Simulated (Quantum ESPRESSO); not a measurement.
**Magnetic state of KNiF3 from several starts**

Does KNiF3 prefer parallel or opposed moments, or none?

Main program and level: Quantum ESPRESSO 7.5; PBEsol; plane waves with GBRV 1.5 PBEsol potentials, no spin-orbit coupling.

The database entry behind the starting cell differs from later determinations by our own check (about 0.35 % short), so it need not match the best structure at ambient conditions.

## Step 1: Set-up

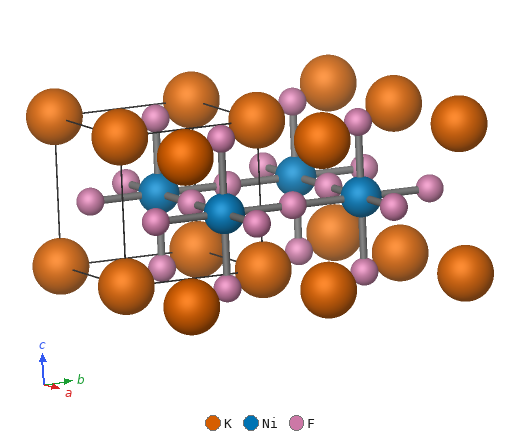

The starting structure, seen from a free direction (potassium orange, nickel blue, fluorine pink). 2×2×1 cells are drawn. Some periodic images of atoms are drawn too.

The cell comes from the Crystallography Open Database.

## Step 2: Start 1: ferro +

The signs are those of the starting moments on the seeded atoms, the atoms that are given a moment.

pw.in reads:

```
&CONTROL
  calculation = 'scf'
  prefix = 'pwscf'
  outdir = './tmp'
  pseudo_dir = './pseudo'
  disk_io = 'nowf'
/
&SYSTEM
  ibrav = 0
  nat = 5
  ntyp = 3
  ecutwfc = 40
  ecutrho = 280
  nbnd = 34
  occupations = 'smearing'
  smearing = 'fd'
  degauss = 0.00367493
  nspin = 2
  starting_magnetization(1) = 0
  starting_magnetization(2) = 0.1111
  starting_magnetization(3) = 0
/
&ELECTRONS
  conv_thr = 1d-08
  electron_maxstep = 150
  mixing_beta = 0.3
/
ATOMIC_SPECIES
K      39.0983 k_pbesol_v1.4.uspp.F.UPF
Ni     58.6934 ni_pbesol_v1.4.uspp.F.UPF
F      18.9984 f_pbesol_v1.4.uspp.F.UPF
CELL_PARAMETERS angstrom
   4.0000000000    0.0000000000    0.0000000000
   0.0000000000    4.0000000000    0.0000000000
   0.0000000000    0.0000000000    4.0000000000
ATOMIC_POSITIONS crystal
K       0.0000000000    0.0000000000    0.0000000000
Ni      0.5000000000    0.5000000000    0.5000000000
F       0.5000000000    0.5000000000    0.0000000000
F       0.0000000000    0.5000000000    0.5000000000
F       0.5000000000    0.0000000000    0.5000000000
K_POINTS automatic
6 6 6 0 0 0
```

Launch:

```bash
> OMP_NUM_THREADS=1 mpirun -n 4 pw.x -nk 4 -in pw.in > pw.out
```

Output:

```text
Program PWSCF v.7.5 starts

     Message from routine setup:
     using ibrav=0 with symmetry is DISCOURAGED, use correct ibrav instead

     K-points division:     npool     =       4
     Subspace diagonalization in iterative solution of the eigenvalue problem:

     G-vector sticks info
     --------------------
     sticks:   dense  smooth     PW     G-vecs:    dense   smooth      PW
     Sum        1281     725    221                34265    14771    2517

     Using Slab Decomposition

     bravais-lattice index     =            0
     lattice parameter (alat)  =       7.5589  a.u.
     unit-cell volume          =     431.8934 (a.u.)^3
     number of atoms/cell      =            5
     number of atomic types    =            3
     number of electrons       =        48.00
     number of Kohn-Sham states=           34
     kinetic-energy cutoff     =      40.0000  Ry
     charge density cutoff     =     280.0000  Ry
     scf convergence threshold =      1.0E-08
     mixing beta               =       0.3000
     number of iterations used =            8  plain     mixing
     Exchange-correlation= SLA  PW   PSX  PSC
                           (   1   4  10   8   0   0   0)

     celldm(1)=   7.558904  celldm(2)=   0.000000  celldm(3)=   0.000000
     celldm(4)=   0.000000  celldm(5)=   0.000000  celldm(6)=   0.000000

     crystal axes: (cart. coord. in units of alat)
               a(1) = (   1.000000   0.000000   0.000000 )
               a(2) = (   0.000000   1.000000   0.000000 )
               a(3) = (   0.000000   0.000000   1.000000 )

     reciprocal axes: (cart. coord. in units 2 pi/alat)
               b(1) = (  1.000000  0.000000  0.000000 )
               b(2) = (  0.000000  1.000000  0.000000 )
               b(3) = (  0.000000  0.000000  1.000000 )

     PseudoPot. # 1 for K  read from file:
     k_pbesol_v1.4.uspp.F.UPF
     Pseudo is Ultrasoft + core correction, Zval =  9.0
     Generated by new atomic code, or converted to UPF format
     Using radial grid of  841 points,  6 beta functions with:
                l(1) =   0
                l(2) =   0
                l(3) =   1
                l(4) =   1
                l(5) =   2
                l(6) =   2
     Q(r) pseudized with  6 coefficients,  rinner =    1.500   1.500   1.500
                                                       1.500   1.500

     PseudoPot. # 2 for Ni read from file:
     ni_pbesol_v1.4.uspp.F.UPF
     Pseudo is Ultrasoft + core correction, Zval = 18.0
     Generated by new atomic code, or converted to UPF format
     Using radial grid of  865 points,  6 beta functions with:
                l(1) =   0
                l(2) =   0
                l(3) =   1
                l(4) =   1
                l(5) =   2
                l(6) =   2
     Q(r) pseudized with 10 coefficients,  rinner =    0.980   0.980   0.980
                                                       0.980   0.980

     PseudoPot. # 3 for F  read from file:
     f_pbesol_v1.4.uspp.F.UPF
     Pseudo is Ultrasoft, Zval =  7.0
     Generated by new atomic code, or converted to UPF format
     Using radial grid of  799 points,  4 beta functions with:
                l(1) =   0
                l(2) =   0
                l(3) =   1
                l(4) =   1
     Q(r) pseudized with  8 coefficients,  rinner =    0.950   0.950   0.950

     atomic species   valence    mass     pseudopotential
     K                 9.00    39.09830     K ( 1.00)
     Ni               18.00    58.69340     Ni( 1.00)
     F                 7.00    18.99840     F ( 1.00)

     Starting magnetic structure
     atomic species   magnetization
     K               0.000
     Ni              0.111
     F               0.000

     48 Sym. Ops., with inversion, found

   Cartesian axes

     site n.     atom                  positions (alat units)
         1        K      tau(   1) = (   0.0000000   0.0000000   0.0000000  )
         2        Ni     tau(   2) = (   0.5000000   0.5000000   0.5000000  )
         3        F      tau(   3) = (   0.5000000   0.5000000   0.0000000  )
         4        F      tau(   4) = (   0.0000000   0.5000000   0.5000000  )
         5        F      tau(   5) = (   0.5000000   0.0000000   0.5000000  )

     number of k points=    20  Fermi-Dirac smearing, width (Ry)=  0.0037
                       cart. coord. in units 2pi/alat
        k(    1) = (   0.0000000   0.0000000   0.0000000), wk =   0.0046296
        k(    2) = (   0.0000000   0.0000000   0.1666667), wk =   0.0277778
        k(    3) = (   0.0000000   0.0000000   0.3333333), wk =   0.0277778
        k(    4) = (   0.0000000   0.0000000  -0.5000000), wk =   0.0138889
        k(    5) = (   0.0000000   0.1666667   0.1666667), wk =   0.0555556
        [... 15 further k-points ...]

     Dense  grid:    34265 G-vectors     FFT dimensions: (  45,  45,  45)

     Smooth grid:    14771 G-vectors     FFT dimensions: (  32,  32,  32)

     Check: negative core charge=   -0.000006
     Generating pointlists ...
     new r_m :   0.2917 (alat units)  2.2048 (a.u.) for type    1
     new r_m :   0.2063 (alat units)  1.5590 (a.u.) for type    2
     new r_m :   0.2063 (alat units)  1.5590 (a.u.) for type    3

     Initial potential from superposition of free atoms

     starting charge      45.4963, renormalised to      48.0000
     Starting wfcs are   33 randomized atomic wfcs +    1 random wfcs

     Self-consistent Calculation

     iteration #  1     ecut=    40.00 Ry     beta= 0.30
     Davidson diagonalization with overlap
     ethr =  1.00E-02,  avg # of iterations =  6.8

     total energy              =    -537.60984650 Ry
     estimated scf accuracy    <      21.42383479 Ry

     total magnetization       =     1.95 Bohr mag/cell
     absolute magnetization    =     2.11 Bohr mag/cell

     iteration #  2     ecut=    40.00 Ry     beta= 0.30
     Davidson diagonalization with overlap
     ethr =  1.00E-02,  avg # of iterations =  3.6

     total energy              =    -545.36603309 Ry
     estimated scf accuracy    <      13.09138591 Ry

     total magnetization       =     0.12 Bohr mag/cell
     absolute magnetization    =     0.17 Bohr mag/cell

     iteration #  3     ecut=    40.00 Ry     beta= 0.30
     Davidson diagonalization with overlap
     ethr =  1.00E-02,  avg # of iterations =  2.0

     total energy              =    -545.70987709 Ry
     estimated scf accuracy    <       1.38236370 Ry

     total magnetization       =     0.69 Bohr mag/cell
     absolute magnetization    =     0.69 Bohr mag/cell

     [... further iterations left out ...]

     iteration # 19     ecut=    40.00 Ry     beta= 0.30
     Davidson diagonalization with overlap
     ethr =  2.62E-09,  avg # of iterations =  1.0

     total energy              =    -545.84751897 Ry
     estimated scf accuracy    <       0.00000921 Ry

     total magnetization       =     1.99 Bohr mag/cell
     absolute magnetization    =     2.03 Bohr mag/cell

     iteration # 20     ecut=    40.00 Ry     beta= 0.30
     Davidson diagonalization with overlap
     ethr =  2.62E-09,  avg # of iterations =  2.9

     total energy              =    -545.84752045 Ry
     estimated scf accuracy    <       0.00000004 Ry

     total magnetization       =     1.99 Bohr mag/cell
     absolute magnetization    =     2.03 Bohr mag/cell

     iteration # 21     ecut=    40.00 Ry     beta= 0.30
     Davidson diagonalization with overlap
     ethr =  8.94E-11,  avg # of iterations =  3.6

     total energy              =    -545.84752066 Ry
     estimated scf accuracy    <       0.00000015 Ry

     total magnetization       =     1.99 Bohr mag/cell
     absolute magnetization    =     2.03 Bohr mag/cell

     iteration # 22     ecut=    40.00 Ry     beta= 0.30
     Davidson diagonalization with overlap
     ethr =  8.94E-11,  avg # of iterations =  2.1

     Magnetic moment per site  (integrated on atomic sphere of radius R)
     atom   1 (R=0.292)  charge=  7.6173  magn= -0.0012
     atom   2 (R=0.206)  charge= 15.4073  magn=  1.6750
     atom   3 (R=0.206)  charge=  6.5009  magn=  0.0867
     atom   4 (R=0.206)  charge=  6.5009  magn=  0.0867
     atom   5 (R=0.206)  charge=  6.5009  magn=  0.0867

     End of self-consistent calculation

     [... lines left out ...]
     the Fermi energy is     6.7275 ev

!    total energy              =    -545.84752077 Ry
     estimated scf accuracy    <          2.0E-09 Ry
     smearing contrib. (-TS)   =      -0.00022315 Ry
     internal energy E=F+TS    =    -545.84729762 Ry

     The total energy is F=E-TS. E is the sum of the following terms:
     one-electron contribution =    -387.65242597 Ry
     hartree contribution      =     216.63663073 Ry
     xc contribution           =     -71.87824306 Ry
     ewald contribution        =    -302.95325932 Ry

     total magnetization       =     1.99 Bohr mag/cell
     absolute magnetization    =     2.03 Bohr mag/cell

     convergence has been achieved in  22 iterations

=------------------------------------------------------------------------------=
   JOB DONE.
=------------------------------------------------------------------------------=
```

Run time: 17 s. Hardware: 4 MPI ranks of Intel Xeon Platinum 8375C at 2.90GHz (Ice Lake), shared host; peak memory 0.44 GiB.

Spin moment in the atom's sphere by atom:

```csv
atom,spin moment in the atom's sphere (μB)
K1,0.00
Ni2,1.68
F3,0.09
F4,0.09
F5,0.09
```

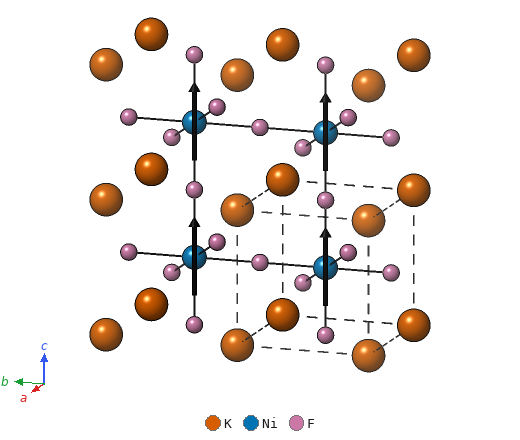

Spin moment in the atom's sphere as arrows, the longest 1.68 μB. Up and down stand for the sign. Arrows give size and sign along the axis of quantisation, drawn up and down the page. 1×2×2 cells are drawn. Some periodic images of atoms are drawn too.

This step gave:

```
smearing term TS       : 0.003036 eV
magnetization          : 1.99 μB
absolute magnetization : 2.031 μB
final state            : ferromagnetic
```

## Step 3: Run 2 (antiferro q=(0,1/2,1/2) +−)

This order needs a doubled cell of 10 atoms. The wavevector q is in fractions of the reciprocal vectors of the crystal's primitive cell, as the cells of these inputs are built from it; moments change sign between cells as cos(2π q·R).

pw.in reads:

```
&CONTROL
  calculation = 'scf'
  prefix = 'pwscf'
  outdir = './tmp'
  pseudo_dir = './pseudo'
  disk_io = 'nowf'
/
&SYSTEM
  ibrav = 0
  nat = 10
  ntyp = 4
  ecutwfc = 40
  ecutrho = 280
  nbnd = 62
  occupations = 'smearing'
  smearing = 'fd'
  degauss = 0.00367493
  nspin = 2
  starting_magnetization(1) = 0
  starting_magnetization(2) = 0.1111
  starting_magnetization(3) = -0.1111
  starting_magnetization(4) = 0
/
&ELECTRONS
  conv_thr = 2d-08
  electron_maxstep = 150
  mixing_beta = 0.3
/
ATOMIC_SPECIES
K      39.0983 k_pbesol_v1.4.uspp.F.UPF
Ni1    58.6934 ni_pbesol_v1.4.uspp.F.UPF
Ni2    58.6934 ni_pbesol_v1.4.uspp.F.UPF
F      18.9984 f_pbesol_v1.4.uspp.F.UPF
CELL_PARAMETERS angstrom
   4.0000000000    0.0000000000    0.0000000000
   0.0000000000    8.0000000000    0.0000000000
   0.0000000000    4.0000000000    4.0000000000
ATOMIC_POSITIONS crystal
K       0.0000000000    0.0000000000    0.0000000000
K       0.0000000000    0.5000000000    0.0000000000
Ni1     0.5000000000    0.0000000000    0.5000000000
Ni2     0.5000000000    0.5000000000    0.5000000000
F       0.5000000000    0.2500000000    0.0000000000
F       0.5000000000    0.7500000000    0.0000000000
F       0.0000000000    0.0000000000    0.5000000000
F       0.0000000000    0.5000000000    0.5000000000
F       0.5000000000    0.7500000000    0.5000000000
F       0.5000000000    0.2500000000    0.5000000000
K_POINTS automatic
6 3 6 0 0 0
```

Output:

```text
[banner, memory and clock lines left out]
Program PWSCF v.7.5 starts

     Message from routine setup:
     using ibrav=0 with symmetry is DISCOURAGED, use correct ibrav instead

     bravais-lattice index     =            0
     lattice parameter (alat)  =       7.5589  a.u.
     unit-cell volume          =     863.7868 (a.u.)^3
     number of atoms/cell      =           10
     number of atomic types    =            4
     number of electrons       =        96.00
     number of Kohn-Sham states=           62
     kinetic-energy cutoff     =      40.0000  Ry
     charge density cutoff     =     280.0000  Ry
     scf convergence threshold =      2.0E-08
     mixing beta               =       0.3000
     number of iterations used =            8  plain     mixing
     Exchange-correlation= SLA  PW   PSX  PSC
                           (   1   4  10   8   0   0   0)

     celldm(1)=   7.558904  celldm(2)=   0.000000  celldm(3)=   0.000000
     celldm(4)=   0.000000  celldm(5)=   0.000000  celldm(6)=   0.000000

     crystal axes: (cart. coord. in units of alat)
               a(1) = (   1.000000   0.000000   0.000000 )
               a(2) = (   0.000000   2.000000   0.000000 )
               a(3) = (   0.000000   1.000000   1.000000 )

     reciprocal axes: (cart. coord. in units 2 pi/alat)
               b(1) = (  1.000000  0.000000  0.000000 )
               b(2) = (  0.000000  0.500000 -0.500000 )
               b(3) = (  0.000000  0.000000  1.000000 )

     PseudoPot. # 1 for K  read from file:
     k_pbesol_v1.4.uspp.F.UPF
     Pseudo is Ultrasoft + core correction, Zval =  9.0

     PseudoPot. # 2 for Ni read from file:
     ni_pbesol_v1.4.uspp.F.UPF
     Pseudo is Ultrasoft + core correction, Zval = 18.0

     PseudoPot. # 3 for Ni read from file:
     ni_pbesol_v1.4.uspp.F.UPF
     Pseudo is Ultrasoft + core correction, Zval = 18.0

     PseudoPot. # 4 for F  read from file:
     f_pbesol_v1.4.uspp.F.UPF
     Pseudo is Ultrasoft, Zval =  7.0

     atomic species   valence    mass     pseudopotential
     K                 9.00    39.09830     K ( 1.00)
     Ni1              18.00    58.69340     Ni( 1.00)
     Ni2              18.00    58.69340     Ni( 1.00)
     F                 7.00    18.99840     F ( 1.00)

     Starting magnetic structure
     atomic species   magnetization
     K               0.000
     Ni1             0.111
     Ni2            -0.111
     F               0.000

     16 Sym. Ops., with inversion, found ( 8 have fractional translation)

   Cartesian axes

     site n.     atom                  positions (alat units)
         1        K      tau(   1) = (   0.0000000   0.0000000   0.0000000  )
         2        K      tau(   2) = (   0.0000000   1.0000000   0.0000000  )
         3        Ni1    tau(   3) = (   0.5000000   0.5000000   0.5000000  )
         4        Ni2    tau(   4) = (   0.5000000   1.5000000   0.5000000  )
         5        F      tau(   5) = (   0.5000000   0.5000000   0.0000000  )
         6        F      tau(   6) = (   0.5000000   1.5000000   0.0000000  )
         7        F      tau(   7) = (   0.0000000   0.5000000   0.5000000  )
         8        F      tau(   8) = (   0.0000000   1.5000000   0.5000000  )
         9        F      tau(   9) = (   0.5000000   2.0000000   0.5000000  )
        10        F      tau(  10) = (   0.5000000   1.0000000   0.5000000  )

     number of k points=    24  Fermi-Dirac smearing, width (Ry)=  0.0037
                       cart. coord. in units 2pi/alat
        k(    1) = (   0.0000000   0.0000000   0.0000000), wk =   0.0092593
        k(    2) = (   0.0000000   0.0000000   0.1666667), wk =   0.0370370
        k(    3) = (   0.0000000   0.0000000   0.3333333), wk =   0.0370370
        k(    4) = (   0.0000000   0.0000000  -0.5000000), wk =   0.0092593
        k(    5) = (   0.0000000   0.1666667  -0.1666667), wk =   0.0370370
        [... 19 further k-points ...]

     Dense  grid:    68361 G-vectors     FFT dimensions: (  45,  90,  60)

     Smooth grid:    29607 G-vectors     FFT dimensions: (  32,  64,  45)

     Check: negative core charge=   -0.000006
     Generating pointlists ...
     new r_m :   0.2917 (alat units)  2.2048 (a.u.) for type    1
     new r_m :   0.2063 (alat units)  1.5590 (a.u.) for type    2
     new r_m :   0.2063 (alat units)  1.5590 (a.u.) for type    3
     new r_m :   0.2063 (alat units)  1.5590 (a.u.) for type    4

     Initial potential from superposition of free atoms

     starting charge      90.9927, renormalised to      96.0000
     Starting wfcs are   66 randomized atomic wfcs

     Self-consistent Calculation

     iteration #  1     ecut=    40.00 Ry     beta= 0.30
     Davidson diagonalization with overlap
     ethr =  1.00E-02,  avg # of iterations =  8.3

     total energy              =   -1075.21860812 Ry
     estimated scf accuracy    <      42.80120497 Ry

     total magnetization       =     0.01 Bohr mag/cell
     absolute magnetization    =     3.82 Bohr mag/cell

     iteration #  2     ecut=    40.00 Ry     beta= 0.30
     Davidson diagonalization with overlap
     ethr =  1.00E-02,  avg # of iterations =  3.7

     total energy              =   -1090.74595921 Ry
     estimated scf accuracy    <      26.07608757 Ry

     total magnetization       =     0.00 Bohr mag/cell
     absolute magnetization    =     0.25 Bohr mag/cell

     [... further iterations left out ...]

     iteration # 16     ecut=    40.00 Ry     beta= 0.30
     Davidson diagonalization with overlap
     ethr =  2.34E-10,  avg # of iterations =  4.1

     total energy              =   -1091.72180394 Ry
     estimated scf accuracy    <       0.00000006 Ry

     total magnetization       =     0.00 Bohr mag/cell
     absolute magnetization    =     3.56 Bohr mag/cell

     iteration # 17     ecut=    40.00 Ry     beta= 0.30
     Davidson diagonalization with overlap
     ethr =  6.65E-11,  avg # of iterations =  2.4

     Magnetic moment per site  (integrated on atomic sphere of radius R)
     atom   1 (R=0.292)  charge=  7.6168  magn= -0.0000
     atom   2 (R=0.292)  charge=  7.6168  magn= -0.0000
     atom   3 (R=0.206)  charge= 15.4230  magn=  1.5410
     atom   4 (R=0.206)  charge= 15.4229  magn= -1.5410
     atom   5 (R=0.206)  charge=  6.4942  magn=  0.0000
     atom   6 (R=0.206)  charge=  6.4942  magn=  0.0000
     atom   7 (R=0.206)  charge=  6.4988  magn=  0.0729
     atom   8 (R=0.206)  charge=  6.4988  magn= -0.0728
     atom   9 (R=0.206)  charge=  6.4941  magn=  0.0000
     atom  10 (R=0.206)  charge=  6.4941  magn=  0.0000

     End of self-consistent calculation

     [... lines left out ...]
     the Fermi energy is     6.8250 ev

!    total energy              =   -1091.72180503 Ry
     estimated scf accuracy    <       0.00000002 Ry
     smearing contrib. (-TS)   =      -0.00004240 Ry
     internal energy E=F+TS    =   -1091.72176263 Ry

     The total energy is F=E-TS. E is the sum of the following terms:
     one-electron contribution =    -775.65582382 Ry
     hartree contribution      =     433.55809158 Ry
     xc contribution           =    -143.71751174 Ry
     ewald contribution        =    -605.90651864 Ry

     total magnetization       =    -0.00 Bohr mag/cell
     absolute magnetization    =     3.56 Bohr mag/cell

     convergence has been achieved in  17 iterations
```

The job ended after 80 s (4 MPI ranks; peak memory 0.84 GiB; 5.3 min of CPU time).

Spin moment in the atom's sphere by atom:

```csv
atom,spin moment in the atom's sphere (μB)
K1,0.00
K2,0.00
Ni3,1.54
Ni4,-1.54
F5,0.00
F6,0.00
F7,0.07
F8,-0.07
F9,0.00
F10,0.00
```

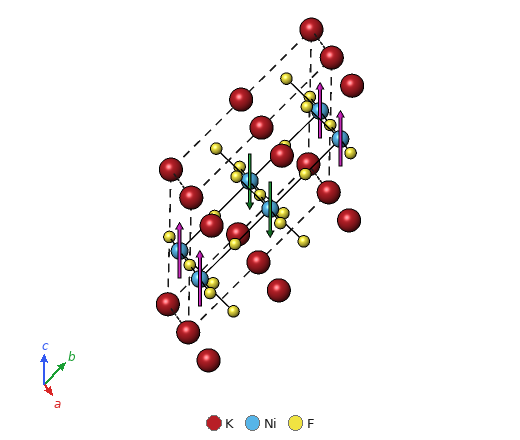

Spin moment in the atom's sphere as arrows, the longest 1.54 μB. Up and down stand for the sign. Arrows give size and sign along the axis of quantisation, drawn up and down the page. The two directions have two colours. 2×1×1 cells are drawn. Some periodic images of atoms are drawn too.

Read from the output:

```yaml
smearing_term_ts: 5.77e-4 eV
magnetization: 0 μB
absolute_magnetization: 3.555 μB
final_state: antiferromagnetic
```

(Continued in part 2 of 2.)

[Logs and program files are shortened in this print: banners, set-up blocks, solver, clock and traceback lines can be left out without a mark of their own.]

[Logs are printed without paths, hosts, clocks, repeated set-up lines and the standing remarks that a program may print on its own settings, such as how far it seeks lower states.]

[Hosts, paths, dates, database ids (printed as entryN), source tags and the programs' standing remarks are cut or masked in the printed files.]

[Where a cell is said to come from a database of computed structures, the database is the Materials Project.]
